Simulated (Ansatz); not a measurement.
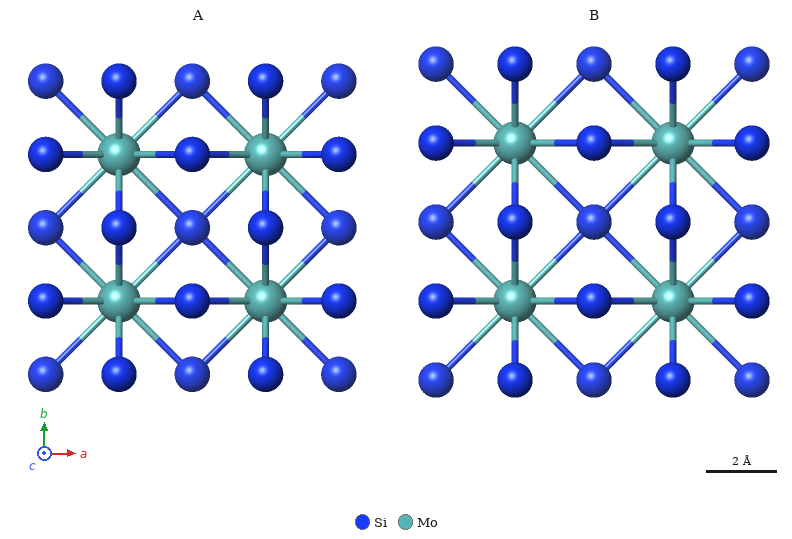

Two geometries of solid Si3Mo (a generated structure, set up in P4/mmm) (coarse preliminary run), drawn at one scale. One is the start of a relaxation, the other its converged end. A ball-and-stick model of the cell of the calculation, seen along the c axis.

All numbers below come from DFT PBE, scalar-relativistic, plane waves, PAW in Ansatz. Settings: plane-wave cutoff 420 eV; k-point mesh 4 × 4 × 6; occupations gaussian; smearing width 0.1 eV; no spin polarisation; cell and atoms relaxed; force threshold 0.04 eV/Å; at most 70 steps.

### Which geometry has the lower energy?

Structure A is the relaxed one. Over 4 accepted moves (6 points after the start) the energy falls by 0.603 eV per cell of the calculation. All forces vanish by symmetry, so only the cell relaxes. The pressure goes from −16.16 to 0.00 GPa. The SCF was repeated twice at an unchanged geometry on a basis and grid sized afresh for the cell, which shifted the energy by 1.0 meV per cell of the calculation at most. The atoms keep their places relative to the cell (all moves are under 0.005 Å). Cell: a = b 4.533 → 4.207 Å (−7.2 %), c 3.186 → 3.161 Å (−0.8 %). Volume −14.6 %. Near-neighbour distances that change, for instance: Mo–Si 3.206 → 2.975 Å, Mo–Si 2.770 → 2.631 Å. Among the angles between lasting bonds that change: Mo–Si–Mo 109.8° → 106.2°, Mo–Si–Mo 70.2° → 73.8°. The space group stays P4/mmm (No. 123). The run took 12 s on 1 thread of Intel(R) Xeon(R) Processor @ 2.70GHz, with other jobs on the host, peak memory 0.37 GiB.
